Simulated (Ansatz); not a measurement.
# Compressing and expanding LiH10C6IN2O2 (C2/c) (176 atoms)

How stiff is LiH10C6IN2O2 (C2/c) (176 atoms)?

Program: Ansatz 0.2.0. Level of theory: Kohn-Sham DFT, PBE+D4, PAW (set soft_2, large core), plane waves. Results are calculated unless marked as measured.

### 1. Starting point

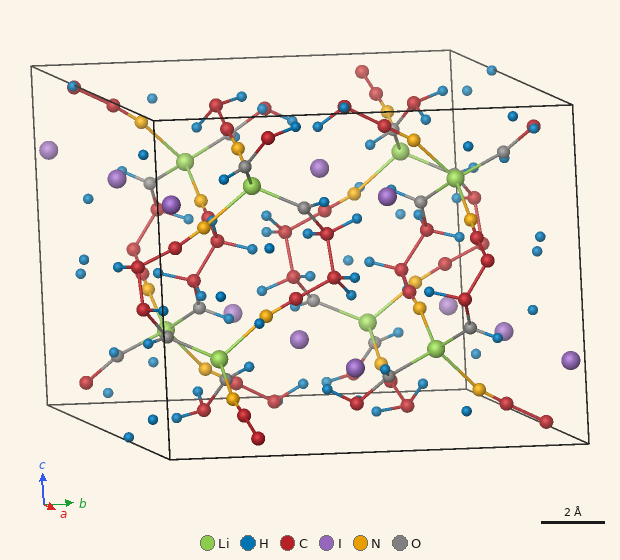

The cell as given, slightly off an axis (lithium green, hydrogen blue, carbon red, iodine purple, nitrogen orange, oxygen grey). Bonds to atoms that aren't drawn are left out. Some periodic images of atoms are drawn too.

The cell holds 176 atoms: 8 Li, 80 H, 48 C, 8 I, 16 N and 16 O. Its edges and angles: a = 14.097 Å, b = 14.036 Å, c = 10.923 Å, α = 90.0°, β = 100.0°, γ = 90.0°. It derives from LiH10C6IN2O2 (C2/c), repeated 1×1×1. LiH10C6IN2O2, space group C2/c, structure from the Crystallography Open Database, 1 x 1 x 1 conventional cells; every coordinate displaced by a Gaussian of 0.03 Å; bonds to H set to neutron lengths (C-H 1.089, N-H 1.015, O-H 0.983, B-H 1.19 Å) where the listed ones are shorter.

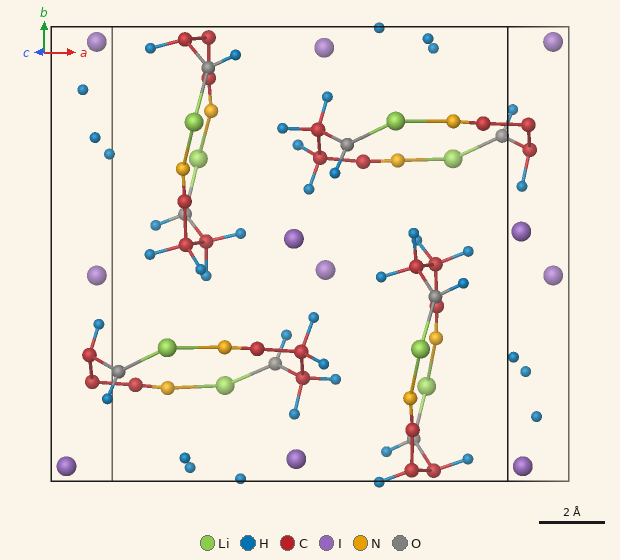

A slice 6 Å thick through the middle of the cell. Bonds to atoms that aren't drawn are left out.

What the set-up can't give: Only the Γ point is sampled. Spin–orbit coupling is left out, which matters for the levels of the heavy elements.

### 2. Single point at the start

The forces at the start show how far the geometry lies from a minimum of this functional.

Contents of input.yaml:

```yaml
crystal:
  lattice:
    - [14.097, 0.0, 0.0]
    - [0.0, 14.036, 0.0]
    - [-1.89113, 0.0, 10.75805]
  atoms:
    - { symbol: Li, position: [0.21905, 0.29346, 0.73873] }
    - { symbol: Li, position: [0.77676, 0.29039, 0.75782] }
    - { symbol: Li, position: [0.7211, 0.7924, 0.74751] }
    - { symbol: Li, position: [0.28041, 0.79018, 0.75608] }
    - { symbol: Li, position: [0.78108, 0.70936, 0.2584] }
    - { symbol: Li, position: [0.22122, 0.70931, 0.24602] }
    - { symbol: Li, position: [0.28121, 0.21038, 0.25637] }
    - { symbol: Li, position: [0.72101, 0.2086, 0.24176] }
    - { symbol: H, position: [0.84729, 0.49902, 0.99119] }
    - { symbol: H, position: [0.15083, 0.49888, 0.51151] }
    - { symbol: H, position: [0.34681, 0.99817, 0.99624] }
    - { symbol: H, position: [0.65337, 0.99768, 0.51229] }
    - { symbol: H, position: [0.15377, 0.50578, 0.01319] }
    - { symbol: H, position: [0.84527, 0.50564, 0.48849] }
    - { symbol: H, position: [0.65197, 0.00398, 0.00965] }
    - { symbol: H, position: [0.34572, 0.00523, 0.48425] }
    - { symbol: H, position: [0.72992, 0.46775, 0.9168] }
    - { symbol: H, position: [0.27129, 0.46607, 0.58058] }
    - { symbol: H, position: [0.22785, 0.97091, 0.91858] }
    - { symbol: H, position: [0.76882, 0.97384, 0.57525] }
    - { symbol: H, position: [0.27826, 0.53226, 0.08262] }
    - { symbol: H, position: [0.72284, 0.53019, 0.41602] }
    - { symbol: H, position: [0.77162, 0.02932, 0.08] }
    - { symbol: H, position: [0.22681, 0.02974, 0.42248] }
    - { symbol: H, position: [0.66539, 0.55113, 0.09523] }
    - { symbol: H, position: [0.33597, 0.54498, 0.40901] }
    - { symbol: H, position: [0.16491, 0.04637, 0.09114] }
    - { symbol: H, position: [0.83396, 0.04861, 0.40991] }
    - { symbol: H, position: [0.33487, 0.45044, 0.90692] }
    - { symbol: H, position: [0.66867, 0.44925, 0.59268] }
    - { symbol: H, position: [0.83481, 0.95247, 0.90596] }
    - { symbol: H, position: [0.16267, 0.95268, 0.59219] }
    [... 138 atom lines left out ...]
    - { symbol: O, position: [0.4022, 0.25843, 0.3392] }
    - { symbol: O, position: [0.60225, 0.25643, 0.1606] }
    - { symbol: O, position: [0.10204, 0.24078, 0.65938] }
    - { symbol: O, position: [0.90073, 0.24105, 0.837] }
    - { symbol: O, position: [0.60343, 0.74052, 0.66169] }
    - { symbol: O, position: [0.40385, 0.73941, 0.84407] }
kpoints:
  mp_grid: { grid: [1, 1, 1] }
hamiltonian:
  xc: pbe
  dispersion: d4
  pseudopotentials: { kind: paw, core: large }
scf:
  occupations: { method: gaussian, width: 0.05 }
output:
  forces: true
```

Command:

```console
$ ansatz run input.yaml --threads 4 --pin off --max-ram 8192MiB --backend cpu --events-out ev --progress --plain --runs-dir out
```

Numbers of over 12 decimals in the logs are rounded to 6 here.

Output:

```text
Engine: ansatz 0.2.0, x86_64-unknown-linux-gnu
Pseudopotentials: kind: paw
Pseudopotential: Li, paw, valence charge 3, recommended cutoff 420 eV (normal), Li.paw.azcp
Pseudopotential: H, paw, valence charge 1, recommended cutoff 420 eV (normal), H.paw.azcp
Pseudopotential: C, paw, valence charge 4, recommended cutoff 420 eV (normal), C.paw.azcp
Pseudopotential: I, paw, valence charge 7, recommended cutoff 420 eV (normal), I.paw.azcp#standard-large-core
Pseudopotential: N, paw, valence charge 5, recommended cutoff 420 eV (normal), N.paw.azcp
Pseudopotential: O, paw, valence charge 6, recommended cutoff 420 eV (normal), O.paw.azcp
[... 5 lines on functional and potentials left out ...]
Crystal: 176 atoms, lattice volume = 2128.647 Å³
Basis set: ecut = 420 eV, 41671 PW (Γ), exchange–correlation on 192×192×150 points (8 copies of the dense FFT grid, shifted against one another)
Bands: 440, of which v1, the nominal top of the filled ones, is band 264 counted from 1 (263 counted from 0)
Symmetry: 1 space group operations
Space group: P1 (ITA 1), of the structure as read, at distance tolerance 1.3e-4 Å
k-points: 1
[... 13 lines on functional and potentials left out ...]
Initial density: superposition of atomic densities (chi_scale 0.1, normalization cell, long waves kept (reshape's long-wave potential 0.14 eV rms))
Initial wavefunctions: pseudopotential atomic-orbital guess
Functional: x = pbe(κ = 0.804, μ = 0.219515), c = pbe(β = 0.066725)
SCF iter   1: F=—  HF=-71614.745154 eV  |F-HF|=—  |Δ(HF+E_count)|=         —  Δρ=1.06e-1  dr2=2.16e2  ethr=3.10e-3  ⟨swp⟩=6.0  Hψ=1987  notcnv=0  defer=79
preconditioner: auto → Resta (q_TF=auto, 2.163 Å⁻¹)  ε∞=2.5  [insulator: Δε(μ)=2.451 eV  Ē_g=13.308 eV  σ=0.050 eV  W_gap=1.00  n_scr=362 (ndim 8)  ℏωp=16.4 eV  f_vac=0.010  D(μ)=0.00/eV (n_scr^D=0)  ε∞_Penn≈2.5]
SCF iter   2: F=—  HF=-71556.450933 eV  |F-HF|=—  |Δ(HF+E_count)|=    5.83e1  Δρ=4.96e-2  dr2=5.16e1  ethr=3.10e-3  ⟨swp⟩=3.0  Hψ=760  notcnv=0  defer=171
SCF iter   3: F=—  HF=-71538.817600 eV  |F-HF|=—  |Δ(HF+E_count)|=    1.76e1  Δρ=6.09e-3  dr2=8.15e-1  ethr=3.10e-3  ⟨swp⟩=3.0  Hψ=753  notcnv=0  defer=171
SCF iter   4: F=—  HF=-71539.061610 eV  |F-HF|=—  |Δ(HF+E_count)|=   2.44e-1  Δρ=1.46e-3  dr2=5.28e-2  ethr=1.54e-4  ⟨swp⟩=2.0  Hψ=550  notcnv=0  defer=37
automatic band count: iteration 4 solves 306 bands in place of 440: the levels show a gap, and the empty bands left out lie too high to hold charge; the band table lists the bands solved (type scf.n_extra_bands for more)
SCF iter   5: F=—  HF=-71539.104624 eV  |F-HF|=—  |Δ(HF+E_count)|=   4.30e-2  Δρ=4.58e-4  dr2=3.96e-3  ethr=1.00e-5  ⟨swp⟩=2.0  Hψ=530  notcnv=0  defer=37
SCF iter   6: F=—  HF=-71539.108402 eV  |F-HF|=—  |Δ(HF+E_count)|=   3.78e-3  Δρ=1.36e-4  dr2=3.03e-4  ethr=7.51e-7  ⟨swp⟩=2.0  Hψ=525  notcnv=0  defer=37
SCF iter   7: F=—  HF=-71539.108613 eV  |F-HF|=—  |Δ(HF+E_count)|=   2.11e-4  Δρ=3.16e-5  dr2=2.35e-5  ethr=5.73e-8  ⟨swp⟩=2.0  Hψ=525  notcnv=0  defer=37
SCF iter   8: F=—  HF=-71539.109059 eV  |F-HF|=—  |Δ(HF+E_count)|=   4.46e-4  Δρ=1.01e-5  dr2=2.18e-6  ethr=4.45e-9  ⟨swp⟩=2.0  Hψ=570  notcnv=0  defer=37
SCF iter   9: F=—  HF=-71539.109060 eV  |F-HF|=—  |Δ(HF+E_count)|=   3.83e-7  Δρ=3.83e-6  dr2=2.61e-7  ethr=4.13e-10  ⟨swp⟩=3.0  Hψ=526  notcnv=0  defer=37
SCF iter  10: F=-71539.109060 eV  HF=-71539.109060 eV  |F-HF|=9.95e-9  |Δ(HF+E_count)|=   4.03e-9  Δρ=9.38e-7  dr2=2.25e-8  ethr=1.89e-11  ⟨swp⟩=5.0  Hψ=1122  notcnv=0
SCF 1 converged in 10 iterations: F = -71539.109060 eV  dr2 = 2.25e-8
  greatest PAW one-centre occupation: 1.000 electrons in one spin orbital (limit 2), on the Li atom at site 1 (counted from 0), in its partial waves of l = 0
SCF converged after 10 iterations
Free energy (F): -71539.109060 eV
Harris-Foulkes:  -71539.109060 eV  (|F-HF|=9.95e-9)
Internal energy: -71539.109060 eV  (E = F + TS)
E sigma→0 (E₀):  -71539.109060 eV
Fermi energy:    2.243607 eV
--- Per-component energies (eV) ---
  E_band       = -4310.698088
  E_kinetic    = 11242.931865
  E_local      = -33129.214490  (includes V_loc(G=0)·N_el)
  E_nonlocal   = 3414.176137
  E_hartree    = 11468.437816
  E_xc         = -8652.160752
  E_vxc        = -7415.652122  (∫ρ·V_xc dr)
  E_paw        = -45650.534858  (= ΣΔE_a)
  E_vpaw       = -1359.748707  (= ΣTr[D̂ρ^β])
  E_aug_tail   = -0.063299  (compensation charges beyond the density's cutoff)
  E_ewald      = -10221.734406
  E_disp       = -10.947074  (pairwise vdW)
  E_smearing   = -0.000000  (= −TS)
  E_closure    = 0.000000  (closes the sum)
  Σ components = -71539.109060   (vs F -71539.109060, Δ=0.00e0)
--- Forces (eV/Å), atoms counted from 1 ---
  atom   1  Li     0.37804343    -0.35144783     0.11507066
  atom   2  Li     0.15771529    -0.44172506    -0.12573730
  atom   3  Li     0.35904279    -0.08363950    -0.02340708
  atom   4  Li    -0.17377583    -0.05545916     0.10262664
  atom   5  Li    -0.30860187     0.11682929    -0.26567999
  atom   6  Li     0.10603579     0.14803927    -0.05590010
  atom   7  Li    -0.27089077    -0.11671769     0.10455175
  atom   8  Li     0.30012315     0.32782161    -0.00356318
  atom   9  H      0.60816424    -0.22896070     0.08542294
  atom  10  H      1.27720324     0.31092788     0.18947226
  atom  11  H      0.45877040    -0.05793679    -0.23224081
  atom  12  H     -1.05378210    -0.10556759    -0.02137082
  atom  13  H     -0.52250475    -0.21057242     0.32104465
  atom  14  H      0.44999209     0.01582772    -0.30970048
[...]
atom 175  O     -1.11825846    -0.87389612     0.02546299
  atom 176  O     -2.78647568     0.04710290    -2.31818602
  max |Σ_I F_I| component: 8.89e-5 eV/Å
```

Elapsed: 48 s, on 4 threads of AMD EPYC 7571, shared host; peak memory 2.9 GiB.

The program notes that potentials were chosen by core size.

The r.m.s. force at the start is 2.5 eV/Å.

### 3. Cell and atoms relaxed

The cell is relaxed with the atoms, since the starting lattice needn't suit this functional.

Contents of input.yaml:

```yaml
crystal:
  lattice:
    - [14.097, 0.0, 0.0]
    - [0.0, 14.036, 0.0]
    - [-1.89113, 0.0, 10.75805]
  atoms:
    [... the 176 atom lines of step 2 ...]
kpoints:
  mp_grid: { grid: [1, 1, 1] }
hamiltonian:
  xc: pbe
  dispersion: d4
  pseudopotentials: { kind: paw, core: large }
scf:
  occupations: { method: gaussian, width: 0.05 }
output:
  forces: true
relax:
  f_tol: 0.05
  max_steps: 150
  cell: {}
```

Output:

```text
[...]
Crystal: 176 atoms, lattice volume = 2128.647 Å³
Basis set: ecut = 420 eV, 41671 PW (Γ), exchange–correlation on 192×192×150 points (8 copies of the dense FFT grid, shifted against one another)
Bands: 440, of which v1, the nominal top of the filled ones, is band 264 counted from 1 (263 counted from 0)
Symmetry: 1 space group operations
[...]
k-points: 1
[...]
SCF iter   1: F=—  HF=-71614.745154 eV  |F-HF|=—  |Δ(HF+E_count)|=         —  Δρ=1.06e-1  dr2=2.16e2  ethr=3.10e-3  ⟨swp⟩=6.0  Hψ=1987  notcnv=0  defer=79
[...]
SCF iter  10: F=-71539.109060 eV  HF=-71539.109060 eV  |F-HF|=8.00e-9  |Δ(HF+E_count)|=   5.12e-9  Δρ=8.26e-7  dr2=2.08e-8  ethr=1.89e-11  ⟨swp⟩=5.0  Hψ=1256  notcnv=0
SCF 1 converged in 10 iterations: F = -71539.109060 eV  dr2 = 2.08e-8
[...]
relax step   1: F+E_penalty+E_count = -71539.10905967 eV  Δ(F+E_penalty+E_count) = +0.000e0 eV  max|allowed force component| = 1.941e1 eV/Å  Δτ_max = 0.0000 Å  P = +3.305 GPa  Ω = 2128.647 Å³  (10 SCF iters, dr2 threshold 1.00e-7 eV, accepted)
[... from here on, the SCF cycles and remarks between the steps are left out ...]
relax step   2: F+E_penalty+E_count = -71547.84054363 eV  Δ(F+E_penalty+E_count) = -8.731e0 eV  max|allowed force component| = 2.194e0 eV/Å  Δτ_max = 0.1949 Å  P = +0.244 GPa  Ω = 2075.517 Å³  energy of the carried Pulay correction = +1.233e-1 eV  (8 SCF iters, dr2 threshold 1.76e-5 eV, accepted)
relax step   3: F+E_penalty+E_count = -71548.73022381 eV  Δ(F+E_penalty+E_count) = -8.897e-1 eV  max|allowed force component| = 1.012e0 eV/Å  Δτ_max = 0.1940 Å  P = -0.135 GPa  Ω = 2107.593 Å³  energy of the carried Pulay correction = +4.848e-2 eV  (7 SCF iters, dr2 threshold 1.76e-5 eV, accepted)
relax step   4: F+E_penalty+E_count = -71548.97134775 eV  Δ(F+E_penalty+E_count) = -2.411e-1 eV  max|allowed force component| = 1.401e-1 eV/Å  Δτ_max = 0.1973 Å  P = +0.040 GPa  Ω = 2069.268 Å³  energy of the carried Pulay correction = +1.380e-1 eV  (9 SCF iters, dr2 threshold 1.76e-5 eV, accepted)
relax step   5: F+E_penalty+E_count = -71549.00346686 eV  Δ(F+E_penalty+E_count) = -3.212e-2 eV  max|allowed force component| = 3.543e-1 eV/Å  Δτ_max = 0.1183 Å  P = -0.027 GPa  Ω = 2077.846 Å³  energy of the carried Pulay correction = +1.178e-1 eV  (9 SCF iters, dr2 threshold 1.23e-6 eV, accepted)
relax step   6: F+E_penalty+E_count = -71549.06117082 eV  Δ(F+E_penalty+E_count) = -5.770e-2 eV  max|allowed force component| = 1.591e-2 eV/Å  Δτ_max = 0.0658 Å  P = +0.015 GPa  Ω = 2080.356 Å³  energy of the carried Pulay correction = +1.119e-1 eV  (7 SCF iters, dr2 threshold 7.85e-6 eV, accepted)
relax step   7: F+E_penalty+E_count = -71549.05933532 eV  Δ(F+E_penalty+E_count) = +1.836e-3 eV  max|allowed force component| = 2.229e-2 eV/Å  Δτ_max = 0.0244 Å  P = -0.005 GPa  Ω = 2082.731 Å³  energy of the carried Pulay correction = +1.063e-1 eV  (10 SCF iters, accepted)
relax step   8: F+E_penalty+E_count = -71548.95918442 eV  Δ(F+E_penalty+E_count) = +1.002e-1 eV  max|allowed force component| = 2.120e-2 eV/Å  Δτ_max = 0.0000 Å  P = -0.067 GPa  Ω = 2082.731 Å³  stress off target by 9.19e-2 GPa  SCF on the basis re-selected at this cell (its energy is not comparable with the rows above)  (6 SCF iters)
relax step   9: F+E_penalty+E_count = -71548.99652279 eV  Δ(F+E_penalty+E_count) = -3.734e-2 eV  max|allowed force component| = 3.041e-2 eV/Å  Δτ_max = 0.0222 Å  P = +0.004 GPa  Ω = 2068.011 Å³  energy of the carried Pulay correction = +3.357e-2 eV  (9 SCF iters, dr2 threshold 2.11e-8 eV, accepted)
relax step  10: F+E_penalty+E_count = -71548.96501892 eV  Δ(F+E_penalty+E_count) = +3.150e-2 eV  max|allowed force component| = 3.067e-2 eV/Å  Δτ_max = 0.0000 Å  P = -0.008 GPa  Ω = 2068.011 Å³  stress off target by 1.97e-2 GPa  SCF on the basis re-selected at this cell (its energy is not comparable with the rows above)  (6 SCF iters)
[...]
SCF converged after 6 iterations
Free energy (F): -71548.965019 eV
[...]
Internal energy: -71548.965019 eV  (E = F + TS)
E sigma→0 (E₀):  -71548.965019 eV
Fermi energy:    2.529125 eV
[...]
--- Forces (eV/Å), atoms counted from 1 ---
  atom   1  Li     0.00177752    -0.00251169     0.00019149
  atom   2  Li     0.00044884    -0.00174727     0.00092557
  atom   3  Li     0.00373167     0.00213608    -0.00086718
  atom   4  Li    -0.00118715    -0.00011980     0.00278557
  atom   5  Li    -0.00235462     0.00168988     0.00057559
  atom   6  Li     0.00193653    -0.00041821    -0.00234061
  atom   7  Li    -0.00137815    -0.00002776     0.00149234
  atom   8  Li     0.00222173     0.00180129    -0.00039090
  atom   9  H     -0.00294007    -0.00068911     0.00618421
  atom  10  H     -0.00376115    -0.00234988    -0.00415750
  atom  11  H     -0.00175450     0.00023450     0.00513728
  atom  12  H      0.00409198     0.00155129    -0.00406758
  atom  13  H      0.00114084     0.00034100    -0.00473980
  atom  14  H     -0.00084194    -0.00019271     0.00574911
[...]
atom 175  O     -0.00132939    -0.00399570     0.00203677
  atom 176  O     -0.00368040    -0.00348689    -0.00409439
  max |Σ_I F_I| component: 9.44e-6 eV/Å
--- Stress (GPa, compression-positive) ---
       -0.018888      -0.000927      -0.003499
       -0.000927      -0.017779      -0.000431
       -0.003498      -0.000430       0.012546
  P = ⅓ Tr σ = -0.0080 GPa (-0.080 kbar)
--- Relaxed structure (8 steps of the walk, 8 accepted, 2 SCFs on fresh bases) ---
  F+E_penalty+E_count = -71548.96501892 eV   max|allowed force component| = 3.067e-2 eV/Å   (the final SCF, on the basis selected at the relaxed cell)
  cell:  # Å, volume = 2068.0115 Å³
    - [13.890791, -0.00188979, -0.041950]
    - [-0.00188161, 13.843545, 0.00168363]
    - [-1.895481, 0.00154395, 10.759938]
  atoms:
    - { symbol: Li, position: [0.223584, 0.293562, 0.744563] }
    - { symbol: Li, position: [0.777441, 0.293339, 0.755592] }
    - { symbol: Li, position: [0.723193, 0.793568, 0.744840] }
    - { symbol: Li, position: [0.277129, 0.793449, 0.755376] }
[...]
- { symbol: O, position: [0.402806, 0.744509, 0.837746] }
```

Elapsed: 9.5 min, on 4 threads; peak memory 3 GiB; 36 min of CPU time.

The relaxation converged after 8 steps, with a largest force component of 0.031 eV/Å.

(Part 1 of 3 ends here.)

[Logs are printed without paths, hosts, clocks, repeated set-up lines and the standing remarks that a program may print on its own settings, such as how far it seeks lower states.]

[Hosts, paths, dates, database ids (printed as entryN), source tags and the programs' standing remarks are cut or masked in the printed files.]
